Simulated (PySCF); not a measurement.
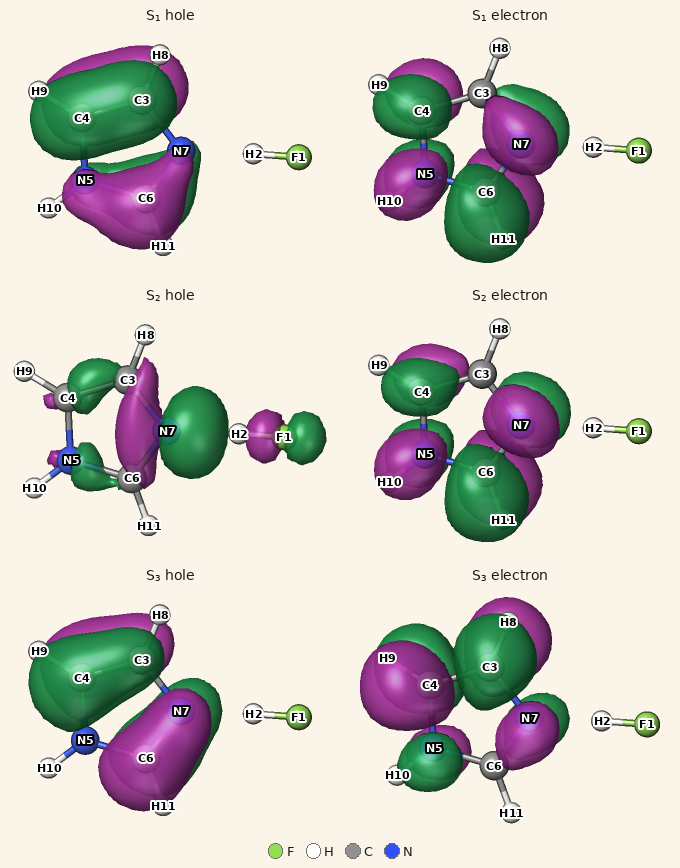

Figure. C$_{3}$H$_{5}$FN$_{2}$, SMILES `F.c1c[nH]cn1`. Leading natural transition orbitals (TDA singlet states).

Computed with PySCF, LC-wPBE/def2-SVP, geometry: GFN2-xTB. The pair's geometry is semi-empirical, so its contact may be too short or too long. Without diffuse functions Rydberg states are missing, so the states' numbers hold for this basis only.

Coordinates in Å:

```
F1      -2.9465    0.0119    0.0000
H2      -1.9690   -0.0285    0.0000
C3       0.4108   -1.1099    0.0000
C4       1.7062   -0.6846    0.0000
N5       1.6504    0.6806    0.0000
C6       0.3464    1.0245    0.0000
N7      -0.4180   -0.0336    0.0000
H8       0.0192   -2.1061    0.0000
H9       2.6309   -1.2221    0.0000
H10      2.4392    1.3061    0.0000
H11     -0.0089    2.0349    0.0000
```

Describe these excited states.

By state:
- S₁: 7.42 eV (167 nm), f = 0.205 (bright); the leading pair carries 92 %; hole on C4 (30 %), C3 (28 %) and C6 (19 %), electron on C6 (33 %), N5 (19 %) and N7 (18 %); their centroids lie 0.8 Å apart.
- S₂: 7.57 eV (164 nm), f = 0.007, n → π*; the leading pair carries 100 %; hole on N7 (55 %), F1 (14 %) and C3 (8 %), electron on C6 (37 %), N7 (22 %) and N5 (18 %); their centroids lie 1.4 Å apart.
- S₃: 7.99 eV (155 nm), f = 0.037, π → π*; the leading pair carries 65 %; hole on C4 (22 %), N7 (20 %) and C3 and C6 (18 % each), electron on C3 (24 %), C4 (23 %) and N7 (15 %) (shares are of the whole state, not of the leading pair alone); their centroids lie 0.2 Å apart.
